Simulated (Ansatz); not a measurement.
The figure comes from a scan of SiO2 (alpha-quartz type, space group P3_121): a phonon pattern at Γ is frozen into a 9-atom cell, Q being the largest atomic displacement. All values below come from PBE (plane waves to 420 eV, PAW, scalar-relativistic; Ansatz, an electronic-structure program). k mesh 8×8×6 (Γ-centred), Fermi-Dirac smearing 0.05 eV. E stands for the smeared free energy. SiO2 was relaxed with its symmetry unable to fall. ΔE is measured from the undisplaced structure.

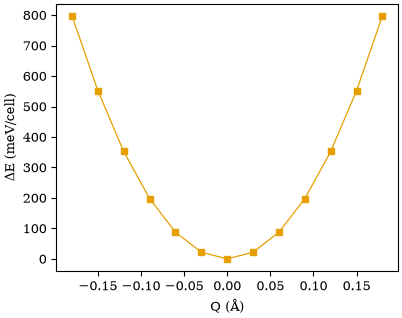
Figure: ΔE (meV/cell) against Q (Å); computed points joined by lines.

Q: List the plotted points as numbers.

A: To the nearest 10:

```
Q (Å)   ΔE (meV/cell)
------  -------------
-0.180            800
-0.150            550
-0.120            350
-0.090            200
-0.060             90
-0.030             20
0.000               0
0.030              20
0.060              90
0.090             200
0.120             350
0.150             550
0.180             800
```

(A displaced cell: forces are minus the slopes of the energy, force constants its curvatures, and phonons follow from these.)
